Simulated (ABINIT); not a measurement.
## LiBeH3 (Pm-3m): Raman and infrared activity

Wanted: vibrational spectra of LiBeH3 (Pm-3m) from linear and non-linear response.

Main program and level: ABINIT 10.8.3; DFT LDA, scalar-relativistic, plane waves, PseudoDojo norm-conserving pseudopotentials.

The structure was built from a prototype and need not be the compound's stable phase.

### 1. Starting point

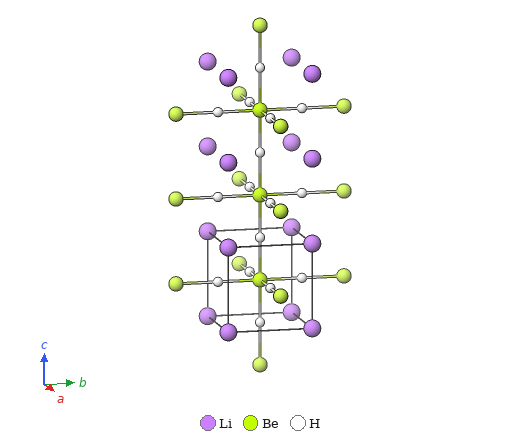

The cell as given, slightly off an axis (lithium purple, beryllium green, hydrogen white). 1×1×3 cells are drawn. Some periodic images of atoms are drawn too.

### 2. A first look

A first run with smearing and empty bands tells whether the crystal has a gap, which decides between fixed occupations and smearing later on.

probe.abi

```
# ground state
tolvrs 1.0d-08
prtden 1
prtwf 1

# basis, mesh and filling
ecut 38.0
ngkpt 6 6 6
nshiftk 1
shiftk 0.0 0.0 0.0
istwfk *1
occopt 7
tsmear 0.005
nband 11
nstep 100
diemac 9.0
prtebands 0
prtgsr 0

# cell and atoms
acell 6.666953768 6.666953768 6.666953768
rprim 
    1.0 0.0 0.0
    0.0 1.0 0.0
    0.0 0.0 1.0
ntypat 3
znucl 3 4 1
natom 5
typat 1 2 3 3 3
xred 
    0.0 0.0 0.0
    0.5 0.5 0.5
    0.5 0.5 0.0
    0.5 0.0 0.5
    0.0 0.5 0.5
pp_dirpath "./pseudo"
pseudos "Li.upf, Be.upf, H.upf"
```

On the command line:

```console
$ OMP_NUM_THREADS=1 mpirun -n 4 abinit probe.abi > probe.log
```

Numbers of over 12 decimals in the logs are rounded to 6 here.

probe.abo, the main output file:

```text
[banners, grids, parts of the stress and lines that vanish by symmetry left out]
- input  file    -> probe.abi
- output file    -> probe.abo
- root for input  files -> probei
[...]
Symmetries : space group Pm -3 m (#221); Bravais cP (primitive cubic)
[...]
mpw =        3362          nfft =       64000          nkpt =          20
[...]
== DATASET  1 ==================================================================
[...]
cutoff_energies: {ecut:  38.0, pawecutdg:  -1.0, }
[...]
ETOT  1  -22.646960757134    -2.265E+01 1.052E-01 5.724E+01
 ETOT  2  -22.668371937316    -2.141E-02 1.342E-03 3.254E+00
 ETOT  3  -22.668655040831    -2.831E-04 4.870E-05 2.137E-01
 ETOT  4  -22.668668467343    -1.343E-05 8.021E-05 1.233E-03
 ETOT  5  -22.668668533620    -6.628E-08 2.506E-06 5.375E-06
 ETOT  6  -22.668668533991    -3.715E-10 2.422E-05 7.758E-09
 At SCF step    6       vres2   =  7.76E-09 < tolvrs=  1.00E-08 =>converged.
[...]
sigma(1 1)=  4.79894481E-04  sigma(3 2)=  0.00000000E+00
  sigma(2 2)=  4.79894481E-04  sigma(3 1)=  0.00000000E+00
  sigma(3 3)=  4.79894481E-04  sigma(2 1)=  0.00000000E+00
[...]
convergence: {deltae: -3.715E-10, res2:  7.758E-09, residm:  2.422E-05, diffor: null, }
etotal    :  -2.26686685E+01
[...]
sigma(1 1)=  4.79894481E-04  sigma(3 2)=  0.00000000E+00
  sigma(2 2)=  4.79894481E-04  sigma(3 1)=  0.00000000E+00
  sigma(3 3)=  4.79894481E-04  sigma(2 1)=  0.00000000E+00
[...]
- sigma(1 1)=  1.41189831E+01  sigma(3 2)=  0.00000000E+00
- sigma(2 2)=  1.41189831E+01  sigma(3 1)=  0.00000000E+00
- sigma(3 3)=  1.41189831E+01  sigma(2 1)=  0.00000000E+00
[...]
fcart     -0.0000000000E+00 -0.0000000000E+00 -0.0000000000E+00
           strten      4.7989448148E-04  4.7989448148E-04  4.7989448148E-04
================================================================================

[key lines of the parts left out:]
pressure_GPa:  -1.4119E+01
```

Run time: 5.8 s. Hardware: 4 MPI ranks of Arm Neoverse V1, shared host.

Read from the output:

```
volume per atom   : 8.782 Å³
pressure          : -14.12 GPa
gap on the k-mesh : 0.3638 eV
```

A gap of 0.36 eV opens on this mesh, so the crystal is taken as an insulator; the printed pressure holds the stress of the finite basis too.

### 3. Rough relaxation

The typed start is rough, so a first relaxation with smearing and loose thresholds takes it towards rest cheaply.

prerelax.abi

```
# relaxation
ionmov 2
optcell 2
dilatmx 1.15
chkdilatmx 0
ntime 40
tolmxf 3.0d-04
tolvrs 1.0d-10
prtwf 0
prtden 0
chksymtnons 0

# basis, mesh and filling
ecut 38.0
ecutsm 3.0
ngkpt 4 4 4
nshiftk 1
shiftk 0.0 0.0 0.0
istwfk *1
occopt 7
tsmear 0.005
nband 11
nstep 100
diemac 9.0
prtebands 0
prtgsr 0

# cell and atoms
acell 6.666953768 6.666953768 6.666953768
rprim 
    1.0 0.0 0.0
    0.0 1.0 0.0
    0.0 0.0 1.0
ntypat 3
znucl 3 4 1
natom 5
typat 1 2 3 3 3
xred 
    0.0 0.0 0.0
    0.5 0.5 0.5
    0.5 0.5 0.0
    0.5 0.0 0.5
    0.0 0.5 0.5
pp_dirpath "./pseudo"
pseudos "Li.upf, Be.upf, H.upf"
```

On the command line:

```console
$ OMP_NUM_THREADS=1 mpirun -n 4 abinit prerelax.abi > prerelax.log
```

prerelax.abo, the main output file:

```text
[banners, grids, parts of the stress and lines that vanish by symmetry left out]
- input  file    -> prerelax.abi
- output file    -> prerelax.abo
- root for input  files -> prerelaxi
[...]
Symmetries : space group Pm -3 m (#221); Bravais cP (primitive cubic)
[...]
mpw =        5069          nfft =       91125          nkpt =          10
[...]
== DATASET  1 ==================================================================
[...]
cutoff_energies: {ecut:  38.0, pawecutdg:  -1.0, }
[...]
ETOT  1  -22.651559004491    -2.265E+01 3.795E-02 8.226E+01
 ETOT  2  -22.667130369792    -1.557E-02 1.011E-03 3.905E+00
 ETOT  3  -22.667345067637    -2.147E-04 1.186E-04 2.569E-01
 ETOT  4  -22.667357031266    -1.196E-05 1.760E-05 1.458E-03
 ETOT  5  -22.667357066697    -3.543E-08 1.810E-06 2.307E-06
[...]
At SCF step    7       vres2   =  9.11E-11 < tolvrs=  1.00E-10 =>converged.
[...]
ETOT  6  -22.693669931091    -1.421E-14 3.774E-09 2.176E-11
 At SCF step    6       vres2   =  2.18E-11 < tolvrs=  1.00E-10 =>converged.
[...]
sigma(1 1)= -1.28666017E-07  sigma(3 2)=  0.00000000E+00
  sigma(2 2)= -1.28666017E-07  sigma(3 1)=  0.00000000E+00
  sigma(3 3)= -1.28666017E-07  sigma(2 1)=  0.00000000E+00
[...]
convergence: {deltae: -1.421E-14, res2:  2.176E-11, residm:  3.774E-09, diffor: null, }
etotal    :  -2.26936699E+01
[...]
At Broyd/MD step   6, gradients are converged :
[...]
sigma(1 1)= -1.28666017E-07  sigma(3 2)=  0.00000000E+00
  sigma(2 2)= -1.28666017E-07  sigma(3 1)=  0.00000000E+00
  sigma(3 3)= -1.28666017E-07  sigma(2 1)=  0.00000000E+00
[...]
- sigma(1 1)= -3.78548491E-03  sigma(3 2)=  0.00000000E+00
- sigma(2 2)= -3.78548491E-03  sigma(3 1)=  0.00000000E+00
- sigma(3 3)= -3.78548491E-03  sigma(2 1)=  0.00000000E+00
[...]
fcart     -0.0000000000E+00 -0.0000000000E+00 -0.0000000000E+00
           strten     -1.2866601696E-07 -1.2866601697E-07 -1.2866601697E-07
================================================================================

[key lines of the parts left out:]
pressure_GPa:   3.7855E-03
Total energy (etotal) [Ha]= -2.26936699310909E+01
```

Run time: 26 s. Hardware: 4 MPI ranks.

Step by step:

| step | energy less that of the first step (eV) | largest force (eV/Å) | volume (Å³) |
| --- | --- | --- | --- |
| 1 | 0.0000 | 0.0000 | 43.91 |
| 2 | -0.1483 | 0.0000 | 42.11 |
| 3 | -0.6070 | 0.0000 | 27.09 |
| 4 | -0.7090 | 0.0000 | 31.77 |
| 5 | -0.7160 | 0.0000 | 30.83 |
| 6 | -0.7160 | 0.0000 | 30.74 |

| conventional cell, symmetrised | before | after | change |
| --- | --- | --- | --- |
| a (Å) | 3.528 | 3.132 | -11.2 % |
| b (Å) | 3.528 | 3.132 | -11.2 % |
| c (Å) | 3.528 | 3.132 | -11.2 % |
| volume (Å³/atom) | 8.78 | 6.15 | -30.0 % |

The relaxed structure:

```xyz
5
Lattice="3.1325 0.0000 0.0000 0.0000 3.1325 0.0000 0.0000 0.0000 3.1325" Properties=species:S:1:pos:R:3 pbc="T T T"
Li    0.0000    0.0000    0.0000
Be    1.5662    1.5662    1.5662
H     1.5662    1.5662    0.0000
H     1.5662    0.0000    1.5662
H     0.0000    1.5662    1.5662
```

Numbers from this step:

```yaml
volume_per_atom: 6.147 Å³
pressure: 0.003785 GPa
gap_on_the_k_mesh: 1.149 eV
```

The volume changes by -30.0 % in this run and stands -30.0 % from the first cell.

### 4. Rough relaxation

The cell changed much, so the rough relaxation is repeated on a basis made for the new cell.

Edit prerelax.abi of step 3 so:

```diff
@@ -15,3 +15,3 @@
 ecutsm 3.0
-ngkpt 4 4 4
+ngkpt 6 6 6
 nshiftk 1
@@ -28,3 +28,3 @@
 # cell and atoms
-acell 6.666953768 6.666953768 6.666953768
+acell 5.919476475 5.919476475 5.919476475
 rprim
```

prerelax.abo, the main output file:

```text
[banners, grids, parts of the stress and lines that vanish by symmetry left out]
- input  file    -> prerelax.abi
- output file    -> prerelax.abo
- root for input  files -> prerelaxi
[...]
Symmetries : space group Pm -3 m (#221); Bravais cP (primitive cubic)
[...]
mpw =        3575          nfft =       64000          nkpt =          20
[...]
== DATASET  1 ==================================================================
[...]
cutoff_energies: {ecut:  38.0, pawecutdg:  -1.0, }
[...]
ETOT  1  -22.678509080810    -2.268E+01 4.804E-02 1.052E+02
 ETOT  2  -22.695773807828    -1.726E-02 6.160E-05 2.953E+00
 ETOT  3  -22.695931531458    -1.577E-04 1.182E-04 7.847E-02
 ETOT  4  -22.695935998169    -4.467E-06 5.100E-04 2.726E-04
 ETOT  5  -22.695936009793    -1.162E-08 1.510E-05 6.685E-07
[...]
At SCF step    7       vres2   =  5.13E-12 < tolvrs=  1.00E-10 =>converged.
[...]
ETOT  6  -22.695955976324    -8.882E-13 5.980E-02 8.791E-11
 At SCF step    6       vres2   =  8.79E-11 < tolvrs=  1.00E-10 =>converged.
[...]
sigma(1 1)= -1.06157353E-07  sigma(3 2)=  0.00000000E+00
  sigma(2 2)= -1.06157353E-07  sigma(3 1)=  0.00000000E+00
  sigma(3 3)= -1.06157353E-07  sigma(2 1)=  0.00000000E+00
[...]
convergence: {deltae: -8.882E-13, res2:  8.791E-11, residm:  5.980E-02, diffor: null, }
etotal    :  -2.26959560E+01
[...]
At Broyd/MD step   3, gradients are converged :
[...]
sigma(1 1)= -1.06157353E-07  sigma(3 2)=  0.00000000E+00
  sigma(2 2)= -1.06157353E-07  sigma(3 1)=  0.00000000E+00
  sigma(3 3)= -1.06157353E-07  sigma(2 1)=  0.00000000E+00
[...]
- sigma(1 1)= -3.12325715E-03  sigma(3 2)=  0.00000000E+00
- sigma(2 2)= -3.12325715E-03  sigma(3 1)=  0.00000000E+00
- sigma(3 3)= -3.12325715E-03  sigma(2 1)=  0.00000000E+00
[...]
fcart     -0.0000000000E+00 -0.0000000000E+00 -0.0000000000E+00
           strten     -1.0615735291E-07 -1.0615735291E-07 -1.0615735291E-07
================================================================================

[key lines of the parts left out:]
pressure_GPa:   3.1233E-03
Total energy (etotal) [Ha]= -2.26959559763237E+01
```

The job ended after 14 s (4 MPI ranks).

Step by step:

| step | energy less that of the first step (eV) | largest force (eV/Å) | volume (Å³) |
| --- | --- | --- | --- |
| 1 | 0.0000 | 0.0000 | 30.74 |
| 2 | -0.0002 | 0.0000 | 30.68 |
| 3 | -0.0005 | 0.0000 | 30.45 |

| conventional cell, symmetrised | before | after | change |
| --- | --- | --- | --- |
| a (Å) | 3.132 | 3.123 | -0.3 % |
| b (Å) | 3.132 | 3.123 | -0.3 % |
| c (Å) | 3.132 | 3.123 | -0.3 % |
| volume (Å³/atom) | 6.15 | 6.09 | -0.9 % |

The relaxed structure:

```cif
data_structure
_symmetry_space_group_name_H-M 'P 1'
_symmetry_Int_Tables_number 1
_cell_length_a 3.1228
_cell_length_b 3.1228
_cell_length_c 3.1228
_cell_angle_alpha 90.000
_cell_angle_beta 90.000
_cell_angle_gamma 90.000
_cell_volume 30.45
loop_
_atom_site_label
_atom_site_type_symbol
_atom_site_fract_x
_atom_site_fract_y
_atom_site_fract_z
_atom_site_occupancy
Li1 Li 0.00000 0.00000 0.00000 1
Be2 Be 0.50000 0.50000 0.50000 1
H3 H 0.50000 0.50000 0.00000 1
H4 H 0.50000 0.00000 0.50000 1
H5 H 0.00000 0.50000 0.50000 1
```

Numbers from this step:

```yaml
volume_per_atom: 6.091 Å³
pressure: 0.003123 GPa
gap_on_the_k_mesh: 1.202 eV
```

The volume changes by -0.9 % in this run and stands -30.6 % from the first cell.

### 5. Relaxation

The harmonic expansion needs vanishing forces, and a free crystal bears no stress, so cell and atoms are brought to rest. Stress is more sensitive to the basis than forces are: the last 3 Ha under the cutoff are smoothed with ecutsm, and the cutoff is raised above that of the later runs.

relax.abi

```
# relaxation
ionmov 2
optcell 2
dilatmx 1.08
ntime 40
tolmxf 1.0d-05
tolvrs 1.0d-14
prtwf 0
prtden 0
chksymtnons 0

# basis, mesh and filling
ecut 47.0
ecutsm 3.0
ngkpt 8 8 8
nshiftk 1
shiftk 0.0 0.0 0.0
istwfk *1
occopt 1
nband 5
nstep 100
diemac 9.0
prtebands 0
prtgsr 0

# cell and atoms
acell 5.901316408 5.901316408 5.901316408
rprim 
    1.0 0.0 0.0
    0.0 1.0 0.0
    0.0 0.0 1.0
ntypat 3
znucl 3 4 1
natom 5
typat 1 2 3 3 3
xred 
    0.0 0.0 0.0
    0.5 0.5 0.5
    0.5 0.5 0.0
    0.5 0.0 0.5
    0.0 0.5 0.5
pp_dirpath "./pseudo"
pseudos "Li.upf, Be.upf, H.upf"
```

On the command line:

```console
$ OMP_NUM_THREADS=1 mpirun -n 4 abinit relax.abi > relax.log
```

relax.abo, the main output file:

```text
[banners, grids, parts of the stress and lines that vanish by symmetry left out]
- input  file    -> relax.abi
- output file    -> relax.abo
- root for input  files -> relaxi
[...]
Symmetries : space group Pm -3 m (#221); Bravais cP (primitive cubic)
[...]
mpw =        4013          nfft =       64000          nkpt =          35
[...]
== DATASET  1 ==================================================================
[...]
cutoff_energies: {ecut:  47.0, pawecutdg:  -1.0, }
[...]
ETOT  1  -22.681881384402    -2.268E+01 1.635E-01 1.055E+02
 ETOT  2  -22.696526907466    -1.465E-02 6.240E-08 3.114E+00
 ETOT  3  -22.696689018082    -1.621E-04 7.367E-07 7.700E-02
 ETOT  4  -22.696693527827    -4.510E-06 6.304E-08 2.542E-04
 ETOT  5  -22.696693536222    -8.395E-09 9.844E-11 1.056E-06
[...]
At SCF step    9       vres2   =  1.02E-16 < tolvrs=  1.00E-14 =>converged.
[...]
sigma(1 1)=  3.69501669E-06  sigma(3 2)=  0.00000000E+00
  sigma(2 2)=  3.69501669E-06  sigma(3 1)=  0.00000000E+00
  sigma(3 3)=  3.69501669E-06  sigma(2 1)=  0.00000000E+00
[...]
convergence: {deltae: -1.119E-12, res2:  1.017E-16, residm:  1.854E-20, diffor: null, }
etotal    :  -2.26966935E+01
[...]
ETOT  1  -22.696693680981    -2.270E+01 2.648E-11 1.000E-03
[...]
At SCF step    7       vres2   =  2.24E-15 < tolvrs=  1.00E-14 =>converged.
[...]
sigma(1 1)=  2.92648209E-06  sigma(3 2)=  0.00000000E+00
  sigma(2 2)=  2.92648209E-06  sigma(3 1)=  0.00000000E+00
  sigma(3 3)=  2.92648209E-06  sigma(2 1)=  0.00000000E+00
[...]
convergence: {deltae: -5.898E-13, res2:  2.236E-15, residm:  3.606E-20, diffor: null, }
etotal    :  -2.26966938E+01
[...]
ETOT  1  -22.696692964298    -2.270E+01 2.340E-08 1.446E-02
[...]
ETOT  7  -22.696694142323     3.695E-13 5.165E-19 3.180E-14
 ETOT  8  -22.696694142323     2.132E-14 4.854E-20 2.186E-16
 At SCF step    8       vres2   =  2.19E-16 < tolvrs=  1.00E-14 =>converged.
[...]
sigma(1 1)= -3.66570315E-09  sigma(3 2)=  0.00000000E+00
  sigma(2 2)= -3.66570315E-09  sigma(3 1)=  0.00000000E+00
  sigma(3 3)= -3.66570315E-09  sigma(2 1)=  0.00000000E+00
[...]
convergence: {deltae:  2.132E-14, res2:  2.186E-16, residm:  4.854E-20, diffor: null, }
etotal    :  -2.26966941E+01
[...]
At Broyd/MD step   3, gradients are converged :
[...]
sigma(1 1)= -3.66570315E-09  sigma(3 2)=  0.00000000E+00
  sigma(2 2)= -3.66570315E-09  sigma(3 1)=  0.00000000E+00
  sigma(3 3)= -3.66570315E-09  sigma(2 1)=  0.00000000E+00
[...]
- sigma(1 1)= -1.07848710E-04  sigma(3 2)=  0.00000000E+00
- sigma(2 2)= -1.07848710E-04  sigma(3 1)=  0.00000000E+00
- sigma(3 3)= -1.07848710E-04  sigma(2 1)=  0.00000000E+00
[...]
fcart     -0.0000000000E+00 -0.0000000000E+00 -0.0000000000E+00
           strten     -3.6657031503E-09 -3.6657031497E-09 -3.6657031494E-09
================================================================================

[key lines of the parts left out:]
pressure_GPa:   1.0785E-04
Total energy (etotal) [Ha]= -2.26966941423234E+01
```

Run time: 14 s. Hardware: 4 MPI ranks.

Little changed from the start: no atom moved by 0.005 Å and no cell edge by 0.1 %.

Numbers from this step:

- volume per atom: 6.081 Å³
- pressure: 1.08e-4 GPa

The volume changes by -0.2 % in this run and stands -30.8 % from the first cell.

### 6. Ground state

The response is built on these wavefunctions, so the potential is converged far more tightly than an energy would need. The mesh is shifted off Γ, since shifted meshes converge sums over the zone faster.

gs.abi

```
# ground state
tolvrs 1.0d-16
prtden 1
prtwf 1

# basis, mesh and filling
ecut 38.0
ngkpt 8 8 8
nshiftk 1
shiftk 0.5 0.5 0.5
istwfk *1
occopt 1
nband 5
nstep 100
diemac 9.0
prtebands 0
prtgsr 0

# cell and atoms
acell 5.898175248 5.898175248 5.898175248
rprim 
    1.0 0.0 0.0
    0.0 1.0 0.0
    0.0 0.0 1.0
ntypat 3
znucl 3 4 1
natom 5
typat 1 2 3 3 3
xred 
    0.0 0.0 0.0
    0.5 0.5 0.5
    0.5 0.5 0.0
    0.5 0.0 0.5
    0.0 0.5 0.5
pp_dirpath "./pseudo"
pseudos "Li.upf, Be.upf, H.upf"
```

On the command line:

```console
$ OMP_NUM_THREADS=1 mpirun -n 4 abinit gs.abi > gs.log
```

gs.abo, the main output file:

```text
[banners, grids, parts of the stress and lines that vanish by symmetry left out]
- input  file    -> gs.abi
- output file    -> gs.abo
- root for input  files -> gsi
[...]
Symmetries : space group Pm -3 m (#221); Bravais cP (primitive cubic)
[...]
mpw =        2312          nfft =       46656          nkpt =          20
[...]
== DATASET  1 ==================================================================
[...]
cutoff_energies: {ecut:  38.0, pawecutdg:  -1.0, }
[...]
ETOT  1  -22.672919458713    -2.267E+01 1.037E-01 7.725E+01
 ETOT  2  -22.696447119492    -2.353E-02 4.672E-07 2.043E+00
 ETOT  3  -22.696583166947    -1.360E-04 4.090E-07 4.201E-02
 ETOT  4  -22.696586136087    -2.969E-06 3.973E-08 1.033E-04
 ETOT  5  -22.696586141015    -4.928E-09 1.055E-10 5.329E-07
 ETOT  6  -22.696586141043    -2.782E-11 1.715E-13 8.967E-10
 ETOT  7  -22.696586141042     5.720E-13 6.944E-15 4.523E-12
 ETOT  8  -22.696586141043    -6.217E-13 3.661E-17 6.697E-14
 ETOT  9  -22.696586141042     3.233E-13 2.839E-19 8.516E-17
 At SCF step    9       vres2   =  8.52E-17 < tolvrs=  1.00E-16 =>converged.
[...]
sigma(1 1)=  1.64864063E-05  sigma(3 2)=  0.00000000E+00
  sigma(2 2)=  1.64864063E-05  sigma(3 1)=  0.00000000E+00
  sigma(3 3)=  1.64864063E-05  sigma(2 1)=  0.00000000E+00
[...]
convergence: {deltae:  3.233E-13, res2:  8.516E-17, residm:  2.839E-19, diffor: null, }
etotal    :  -2.26965861E+01
[...]
sigma(1 1)=  1.64864063E-05  sigma(3 2)=  0.00000000E+00
  sigma(2 2)=  1.64864063E-05  sigma(3 1)=  0.00000000E+00
  sigma(3 3)=  1.64864063E-05  sigma(2 1)=  0.00000000E+00
[...]
- sigma(1 1)=  4.85046820E-01  sigma(3 2)=  0.00000000E+00
- sigma(2 2)=  4.85046820E-01  sigma(3 1)=  0.00000000E+00
- sigma(3 3)=  4.85046820E-01  sigma(2 1)=  0.00000000E+00
[...]
fcart     -0.0000000000E+00 -0.0000000000E+00 -0.0000000000E+00
           strten      1.6486406311E-05  1.6486406311E-05  1.6486406311E-05
================================================================================

[key lines of the parts left out:]
pressure_GPa:  -4.8505E-01
```

It took 3.8 s on 4 MPI ranks; 14 s of CPU time.

Read from the output:

| Property | Result |
| --- | --- |
| pressure | -0.4850 GPa |

The cell stands at -0.49 GPa: the relaxation ran with a smoothed and higher cutoff and on another k mesh.

### 7. Empty bands

Empty bands on the ground state's density check that the gap assumed so far is there in this cell.

gap.abi

```
# empty bands on the ground state's density
iscf -2
getden_filepath "gso_DEN"
tolwfr 1.0d-12
nbdbuf 2
prtwf 0

# basis, mesh and filling
ecut 38.0
ngkpt 8 8 8
nshiftk 1
shiftk 0.0 0.0 0.0
istwfk *1
occopt 1
nband 9
nstep 100
diemac 9.0
prtebands 0
prtgsr 0

# cell and atoms
acell 5.898175248 5.898175248 5.898175248
rprim 
    1.0 0.0 0.0
    0.0 1.0 0.0
    0.0 0.0 1.0
ntypat 3
znucl 3 4 1
natom 5
typat 1 2 3 3 3
xred 
    0.0 0.0 0.0
    0.5 0.5 0.5
    0.5 0.5 0.0
    0.5 0.0 0.5
    0.0 0.5 0.5
pp_dirpath "./pseudo"
pseudos "Li.upf, Be.upf, H.upf"
```

On the command line:

```console
$ OMP_NUM_THREADS=1 mpirun -n 4 abinit gap.abi > gap.log
```

gap.abo, the main output file:

```text
[banners, grids, parts of the stress and lines that vanish by symmetry left out]
- input  file    -> gap.abi
- output file    -> gap.abo
- root for input  files -> gapi
[...]
Symmetries : space group Pm -3 m (#221); Bravais cP (primitive cubic)
[...]
mpw =        2320          nfft =       46656          nkpt =          35
[...]
== DATASET  1 ==================================================================
[...]
cutoff_energies: {ecut:  38.0, pawecutdg:  -1.0, }
[...]
-outvars: echo values of variables after computation
            acell      5.8981752480E+00  5.8981752480E+00  5.8981752480E+00 Bohr
================================================================================
```

The job ended after 4.1 s (4 MPI ranks; 16 s of CPU time).

Read from the output:

* gap on the k-mesh: 1.212 eV

In this cell the gap on the mesh is 1.2 eV, indirect (smallest direct 2.9 eV), so fixed occupations hold.

[end of part 1 of 3]

[Host names and launcher messages were left out of these logs when they were recorded.]

[Logs are printed without paths, hosts, clocks, repeated set-up lines and the standing remarks that a program may print on its own settings, such as how far it seeks lower states.]

[Hosts, paths, dates, database ids (printed as entryN), source tags and the programs' standing remarks are cut or masked in the printed files.]
